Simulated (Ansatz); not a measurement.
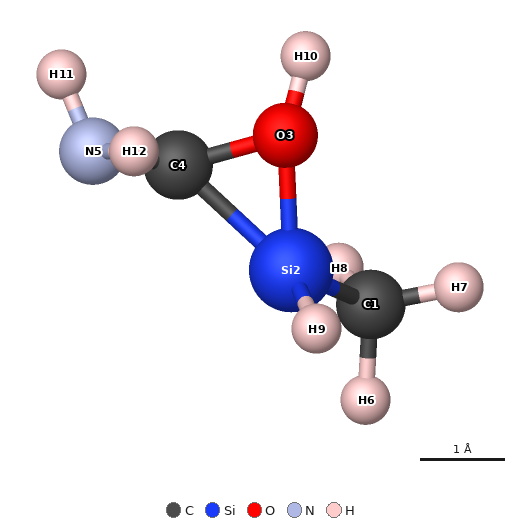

Fig. 1: The structure as given in the input (ball-and-stick view, seen at a tilt; atoms are numbered from 1 in the order of the input).

## Geometry relaxation, with input and output: C$_{2}$H$_{7}$NOSi (part 1 of 2)

- system: C$_{2}$H$_{7}$NOSi
- method: RKS BLYP/6-31G* (Ansatz 0.2.0)

It belongs to a series of runs on one base structure; here: end point B relaxed. Figures and captions count atoms from 1; the log counts them from 0 in places.

What the program printed
```
The last accepted step is kept in [file] (removed where the run ends without a failure and the disk answers)
Engine: ansatz 0.2.0, aarch64-unknown-linux-gnu
Functional definition: BLYP
  parameter beta = 0.0042
  parameter a = 0.04918
  parameter b = 0.132
  parameter c = 0.2533
  parameter d = 0.349
  exchange = b88_x(beta = beta)
  correlation = lyp_c(a = a, b = b, c = c, d = d)
1163 factors; their error is unknown
mean field evaluation 1: about -13576.7199 eV, gradient 8.9e1 eV
mean field evaluation 2: about -13454.4183 eV, gradient 1.9e2 eV
mean field evaluation 4: about -13594.0674 eV, gradient 1.3e1 eV
mean field evaluation 8: about -13594.5423 eV, gradient 3.7e-1 eV
mean field evaluation 16: about -13594.4555 eV, gradient 3.9e-3 eV
mean field -13594.45551790 eV, -499.5870256301 hartree, gradient 1.5e-5 eV, S^2 0.000000; 1 other end points of the search recorded, 0 dependent functions left out
the calculation of the forces begins
reference -13594.45582278 eV, -499.5870368342 hartree; 24, 24 occupied and 69, 69 virtual orbitals, 1163 factors
relax step   1: F+E_penalty+E_count = -13594.45551790 eV  Δ(F+E_penalty+E_count) = +0.000e0 eV  max|allowed force component| = 6.134e0 eV/Å  Δτ_max = 0.0000 Å  (48 SCF iters, accepted)
these checks for a lower state are left out or cut short: starts, cluster_reference, orbital_swaps, neighbouring_geometries, increment
1163 factors; their error is unknown
mean field evaluation 32: about -13595.7023 eV, gradient 3.1e-3 eV
mean field -13595.70227827 eV, -499.6328432283 hartree, gradient 1.3e-5 eV, S^2 0.000000; 0 other end points of the search recorded, 0 dependent functions left out
[... from here on the field's lines of each further geometry are left out, up to the last ...]
relax step   2: F+E_penalty+E_count = -13595.70227827 eV  Δ(F+E_penalty+E_count) = -1.247e0 eV  max|allowed force component| = 3.911e0 eV/Å  Δτ_max = 0.1747 Å  (38 SCF iters, accepted)
relax step   3: F+E_penalty+E_count = -13596.57936468 eV  Δ(F+E_penalty+E_count) = -8.771e-1 eV  max|allowed force component| = 2.199e0 eV/Å  Δτ_max = 0.1958 Å  (37 SCF iters, accepted)
relax step   4: F+E_penalty+E_count = -13597.21821634 eV  Δ(F+E_penalty+E_count) = -6.389e-1 eV  max|allowed force component| = 1.628e0 eV/Å  Δτ_max = 0.1948 Å  (39 SCF iters, accepted)
relax step   5: F+E_penalty+E_count = -13597.75008153 eV  Δ(F+E_penalty+E_count) = -5.319e-1 eV  max|allowed force component| = 1.801e0 eV/Å  Δτ_max = 0.1949 Å  (39 SCF iters, accepted)
relax step   6: F+E_penalty+E_count = -13598.18013587 eV  Δ(F+E_penalty+E_count) = -4.301e-1 eV  max|allowed force component| = 1.599e0 eV/Å  Δτ_max = 0.2000 Å  (38 SCF iters, accepted)
relax step   7: F+E_penalty+E_count = -13598.51795727 eV  Δ(F+E_penalty+E_count) = -3.378e-1 eV  max|allowed force component| = 8.675e-1 eV/Å  Δτ_max = 0.2000 Å  (36 SCF iters, accepted)
relax step   8: F+E_penalty+E_count = -13598.68595187 eV  Δ(F+E_penalty+E_count) = -1.680e-1 eV  max|allowed force component| = 1.814e0 eV/Å  Δτ_max = 0.1957 Å  (36 SCF iters, accepted)
relax step   9: F+E_penalty+E_count = -13598.81974838 eV  Δ(F+E_penalty+E_count) = -1.338e-1 eV  max|allowed force component| = 4.016e-1 eV/Å  Δτ_max = 0.2000 Å  (36 SCF iters, accepted)
relax step  10: F+E_penalty+E_count = -13598.86670395 eV  Δ(F+E_penalty+E_count) = -4.696e-2 eV  max|allowed force component| = 5.231e-1 eV/Å  Δτ_max = 0.1972 Å  (31 SCF iters, accepted)
relax step  11: F+E_penalty+E_count = -13598.87779575 eV  Δ(F+E_penalty+E_count) = -1.109e-2 eV  max|allowed force component| = 6.659e-1 eV/Å  Δτ_max = 0.1433 Å  (30 SCF iters, accepted)
relax step  12: F+E_penalty+E_count = -13598.89828526 eV  Δ(F+E_penalty+E_count) = -2.049e-2 eV  max|allowed force component| = 4.864e-1 eV/Å  Δτ_max = 0.0809 Å  (30 SCF iters, accepted)
relax step  13: F+E_penalty+E_count = -13598.87204886 eV  Δ(F+E_penalty+E_count) = +2.624e-2 eV  max|allowed force component| = 8.257e-1 eV/Å  Δτ_max = 0.2000 Å  (36 SCF iters, rejected (line search))
relax step  14: F+E_penalty+E_count = -13598.91861878 eV  Δ(F+E_penalty+E_count) = -2.033e-2 eV  max|allowed force component| = 1.958e-1 eV/Å  Δτ_max = 0.1000 Å  (30 SCF iters, accepted)
relax step  15: F+E_penalty+E_count = -13598.92658593 eV  Δ(F+E_penalty+E_count) = -7.967e-3 eV  max|allowed force component| = 9.094e-2 eV/Å  Δτ_max = 0.0931 Å  (31 SCF iters, accepted)
relax step  16: F+E_penalty+E_count = -13598.92813523 eV  Δ(F+E_penalty+E_count) = -1.549e-3 eV  max|allowed force component| = 1.404e-1 eV/Å  Δτ_max = 0.0407 Å  (32 SCF iters, accepted)
relax step  17: F+E_penalty+E_count = -13598.92928199 eV  Δ(F+E_penalty+E_count) = -1.147e-3 eV  max|allowed force component| = 7.778e-2 eV/Å  Δτ_max = 0.0353 Å  (31 SCF iters, accepted)
relax step  18: F+E_penalty+E_count = -13598.92960591 eV  Δ(F+E_penalty+E_count) = -3.239e-4 eV  max|allowed force component| = 2.156e-2 eV/Å  Δτ_max = 0.0202 Å  (32 SCF iters, accepted)
relax step  19: F+E_penalty+E_count = -13598.92965333 eV  Δ(F+E_penalty+E_count) = -4.741e-5 eV  max|allowed force component| = 3.056e-2 eV/Å  Δτ_max = 0.0056 Å  (32 SCF iters, accepted)
the calculation of the forces begins
reference -13598.93002201 eV, -499.7514606232 hartree; 24, 24 occupied and 69, 69 virtual orbitals, 1163 factors
relax step  20: F+E_penalty+E_count = -13598.92971181 eV  Δ(F+E_penalty+E_count) = -5.848e-5 eV  max|allowed force component| = 1.257e-2 eV/Å  Δτ_max = 0.0049 Å  (33 SCF iters, accepted)
```

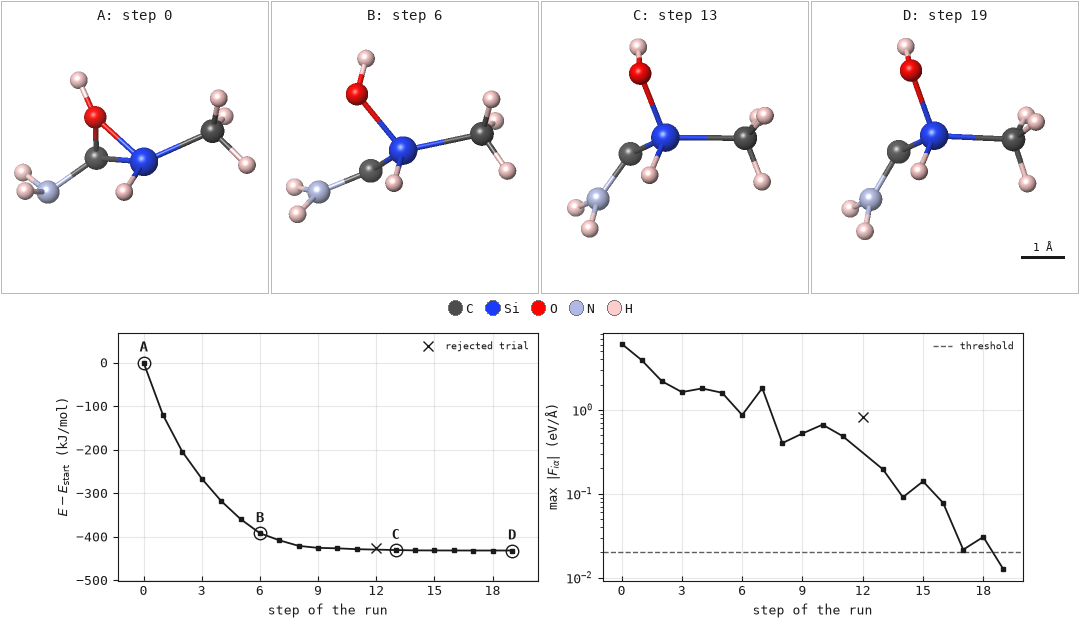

Fig. 2: Frames of the relaxation (ball-and-stick view, seen at a tilt) above the curves, on which the letters mark them (the first geometry is step 0 here and step 1 in the log).

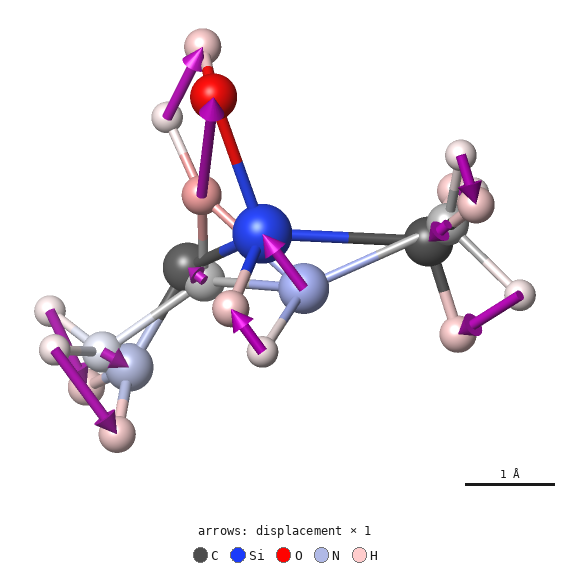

Fig. 3: Start (faint) and end (solid) with the displacements as pink arrows, at true length (ball-and-stick view, seen at a tilt). The two geometries are laid on each other by the best rigid fit. Over 19 geometry steps the energy falls by 431.7 kJ/mol. The largest force component goes from 6.1 to 0.013 eV/Å. The line search rejected the trial step at point 12 (counted from 0) and went back. The atom that moves furthest after the best rigid fit is O3 (1.49 Å). Largest moves by element: O 1.49 Å, H 1.21 Å, Si 0.78 Å, C 0.35 Å, N 0.35 Å. Distances before and after: O3–C4 1.372 → 2.843 Å, C1–Si2 1.778 → 1.897 Å, C4–N5 1.421 → 1.312 Å, C1–H6 1.170 → 1.105 Å. Bonds break: O3–C4 (1.37 → 2.84 Å). Among the angles that change: O3–Si2–C4 45.7° → 105.1°, Si2–O3–H10 157.1° → 111.2°, C4–N5–H12 105.3° → 127.8°. (Atoms are counted from 1 in the order of the input.)

```
1163 factors; their error is unknown
mean field -13598.92971181 eV, -499.7514492233 hartree, gradient 1.8e-5 eV, S^2 0.000000; 1 other end points of the search recorded, 0 dependent functions left out
the calculation of the forces begins
reference -13598.93002201 eV, -499.7514606232 hartree; 24, 24 occupied and 69, 69 virtual orbitals, 1163 factors
Total energy: -13598.93002201 eV, -499.7514606232 hartree
Atom 0 at    -1.214334     0.784218     1.047466 Å, force    -0.001755     0.004167     0.001623 eV/Å
Atom 1 at     0.487332     0.010944     0.720954 Å, force     0.000820    -0.009338     0.009097 eV/Å
Atom 2 at     0.964783    -1.100214     1.905109 Å, force     0.004415     0.012570     0.000057 eV/Å
Atom 3 at     0.369902    -0.988098    -0.872336 Å, force    -0.005342     0.004933     0.001347 eV/Å
Atom 4 at     0.998402    -0.571773    -1.946705 Å, force     0.006039    -0.012463    -0.006892 eV/Å
Atom 5 at    -1.420947     1.604206     0.336348 Å, force    -0.001041     0.001235     0.000446 eV/Å
Atom 6 at    -1.256152     1.205964     2.066432 Å, force     0.003007    -0.000399    -0.003160 eV/Å
Atom 7 at    -2.022652     0.040702     0.950517 Å, force    -0.001944    -0.003233    -0.000241 eV/Å
Atom 8 at     1.539625     1.093270     0.812510 Å, force     0.001845     0.001120    -0.000602 eV/Å
Atom 9 at     0.570676    -1.982704     1.743239 Å, force    -0.004702    -0.007325    -0.005137 eV/Å
Atom 10 at     0.962663    -1.111833    -2.827269 Å, force     0.001268     0.003106     0.003908 eV/Å
Atom 11 at     1.590932     0.281618    -2.050785 Å, force    -0.002610     0.005628    -0.000444 eV/Å
Dipole moment:     0.024877     0.129316    -0.631453 e Å
```

Trajectory as extended XYZ (Å, eV, eV/Å), 20 frames, from step=1 to step=20
```
12
Properties=species:S:1:pos:R:3:forces:R:3 step=1 energy=-13594.45552
C    -1.3313    0.8402    1.3669   -1.8679   2.9661   0.6365
Si    0.1444    0.6237    0.3986    0.1043   3.4165  -2.3090
O     0.6928   -0.9195    0.4445    4.9901  -5.3225   5.2586
C     0.3005   -0.7342   -0.8570   -4.6930   1.0954  -6.1344
N     1.2645   -0.8008   -1.8985    1.2056   1.3915   1.9183
H    -1.7699    1.9152    1.2221    0.7446  -1.3062   0.2194
H    -1.1874    0.7410    2.4311    0.0804  -0.1627   0.8528
H    -2.1332    0.2097    1.0458   -0.6121  -0.9276  -0.3344
H     1.2936    1.5806    0.6031   -0.1043  -0.1953   0.5568
H     0.7615   -1.8537    0.7649   -0.2604   0.2236   0.7422
H     1.3464   -1.7512   -2.1998    0.0188  -1.2251  -0.5602
H     2.1883   -0.5847   -1.4362    0.3940   0.0464  -0.8467
12
Properties=species:S:1:pos:R:3:forces:R:3 step=2 energy=-13595.70228
C    -1.3613    0.8890    1.3575   -1.2073   1.1972   0.3664
Si    0.1184    0.6241    0.3219    0.0011   2.0622  -0.7869
O     0.7562   -0.9389    0.4604    3.4167  -3.1769   3.4912
C     0.2338   -0.7811   -0.9018   -2.0129   0.5769  -3.9111
N     1.2618   -0.8124   -1.9003    0.6840   0.2414   0.9186
H    -1.7589    1.9366    1.2208    0.2599  -0.5641   0.0512
H    -1.1890    0.7813    2.4350    0.1266  -0.1207   0.2073
H    -2.1662    0.2157    1.0541   -0.1944  -0.2513  -0.0410
H     1.2713    1.5171    0.7643   -0.1633  -0.1582   0.0817
H     0.8286   -1.8466    0.8551   -0.4345   0.4275   0.2636
H     1.3576   -1.7673   -2.2546   -0.0291  -0.2124  -0.2045
H     2.2177   -0.5511   -1.5269   -0.4469  -0.0216  -0.4363
12
Properties=species:S:1:pos:R:3:forces:R:3 step=3 energy=-13596.57936
C    -1.4119    0.9307    1.3269   -0.0260  -0.2889   0.0658
Si    0.1498    0.6135    0.3084   -0.0567  -0.2619   0.3444
O     0.9226   -0.9839    0.5533    1.7131  -0.8746   1.6915
C     0.1944   -0.8133   -0.9305   -0.1361   0.6617  -2.1986
N     1.2284   -0.8186   -1.9190   -0.2061  -0.4006   0.4574
H    -1.7513    1.9666    1.2137   -0.0847   0.2513  -0.0147
H    -1.2187    0.7602    2.4034    0.0116   0.0340  -0.0886
H    -2.2281    0.2597    1.0112    0.0343   0.0370  -0.0143
H     1.2811    1.4689    0.8733   -0.1809   0.0361  -0.1544
H     0.8906   -1.8599    1.0136   -0.6282   0.5312   0.0011
H     1.3357   -1.7566   -2.3411   -0.0588   0.2001   0.1024
H     2.1777   -0.5010   -1.6277   -0.3815   0.0746  -0.1917
12
Properties=species:S:1:pos:R:3:forces:R:3 step=4 energy=-13597.21822
C    -1.4282    0.9308    1.3150    0.4302  -0.5661  -0.1357
Si    0.1931    0.5648    0.3479    0.3471  -1.6281   0.3490
O     1.0686   -1.0265    0.6750    0.3537  -0.2821   1.3851
C     0.1767   -0.7615   -1.0180    0.4062   0.6621  -1.5785
N     1.2141   -0.8260   -1.9648   -0.8381  -0.2880   0.9786
H    -1.7374    1.9756    1.2057   -0.0558   0.2362  -0.0503
H    -1.2368    0.7429    2.3906   -0.0691   0.0622  -0.1134
H    -2.2472    0.2688    0.9840    0.0578   0.0887   0.0078
H     1.2757    1.4851    0.8904   -0.1273   0.0879  -0.1747
H     0.8173   -1.8765    1.1477   -0.3524   1.2005  -0.4499
H     1.3342   -1.7718   -2.3619   -0.0677   0.2237   0.0402
H     2.1399   -0.4395   -1.7262   -0.0846   0.2030  -0.2582
12
Properties=species:S:1:pos:R:3:forces:R:3 step=5 energy=-13597.75008
C    -1.4154    0.9053    1.2974    0.4847  -0.3788  -0.1418
Si    0.2416    0.4748    0.3945    0.6308  -1.7788   0.0594
O     1.1921   -1.0407    0.8251   -1.3278  -0.4667   1.4637
C     0.1460   -0.6907   -1.1237    0.3772   0.4799  -0.6726
N     1.1991   -0.8277   -1.9806   -0.8091   0.0615   1.1416
H    -1.7069    1.9649    1.1813    0.1438  -0.0541  -0.1097
H    -1.2499    0.7306    2.3774   -0.0898   0.0259  -0.0253
H    -2.2502    0.2683    0.9649    0.0244  -0.0034  -0.0177
H     1.2634    1.4939    0.8707   -0.0768   0.0412  -0.2401
H     0.7250   -1.8604    1.2396    0.5782   1.8006  -0.8694
H     1.3191   -1.7690   -2.3742   -0.0491   0.1106  -0.2379
H     2.1062   -0.3831   -1.7871    0.1134   0.1620  -0.3501
12
Properties=species:S:1:pos:R:3:forces:R:3 step=6 energy=-13598.18014
C    -1.3821    0.8614    1.2883    0.3124  -0.0611  -0.2943
Si    0.2723    0.4031    0.4146    0.5851  -1.5700   0.2932
O     1.1670   -1.0247    1.0093   -1.3094  -0.5106   1.1317
C     0.1519   -0.6820   -1.1583    0.0238   0.3737  -0.3353
N     1.1945   -0.8150   -1.9888   -0.5413   0.0670   0.9662
H    -1.6386    1.9297    1.1358    0.1066  -0.1549  -0.0447
H    -1.2660    0.7110    2.3764   -0.0005  -0.0087  -0.0138
H    -2.2275    0.2505    0.9380   -0.0121  -0.0534  -0.0110
H     1.2664    1.4788    0.8140   -0.0435   0.0563  -0.2772
H     0.6446   -1.8086    1.4153    0.7049   1.5990  -0.8846
H     1.2912   -1.6962   -2.5077   -0.0773   0.0680  -0.2224
H     2.0964   -0.3416   -1.8514    0.2512   0.1948  -0.3078
```
